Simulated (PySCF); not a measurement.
SMILES CCC[CH2][Ga]([F])[F] at its GFN2-xTB optimised geometry (Å):

```
16

Ga    -2.3909     0.5969     0.0000
F     -3.2856    -0.9227     0.0082
F     -3.4911     1.9748     0.0000
C     -0.3328     0.5969     0.0000
C      0.1656    -0.8288     0.1598
C      1.6907    -0.9184     0.0391
C      2.4233    -0.2171     1.1774
H     -0.0101     1.0408    -0.9434
H     -0.0241     1.2498     0.8163
H     -0.1440    -1.2240     1.1316
H     -0.2863    -1.4617    -0.6101
H      1.9663    -1.9748     0.0383
H      2.0059    -0.4927    -0.9159
H      2.0741    -0.5851     2.1396
H      2.2741     0.8590     1.1423
H      3.4911    -0.4090     1.1072
```

Method: B3LYP/def2-TZVP run with PySCF. Cells within 0.4 Å of a nucleus heavier than hydrogen are left out (blank, or x).

Map of the HOMO−1 amplitude (bohr^(-3/2)) on the plane z = 1.2 Å; orbital energy -9.45 eV, overall sign arbitrary:

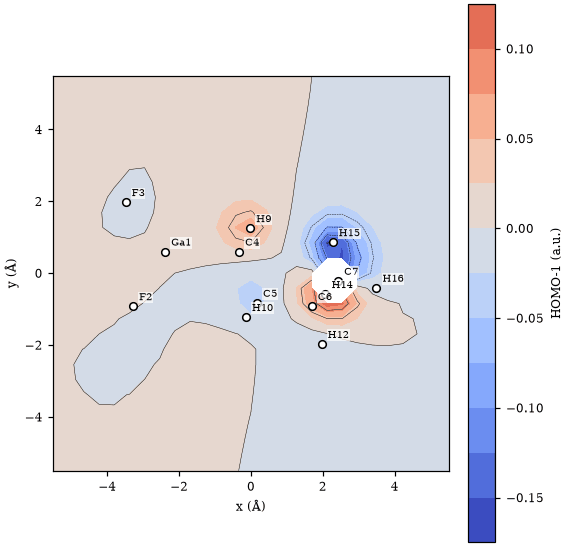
Figure. HOMO−1 amplitude (bohr^(-3/2)) on the plane z = 1.2 Å.
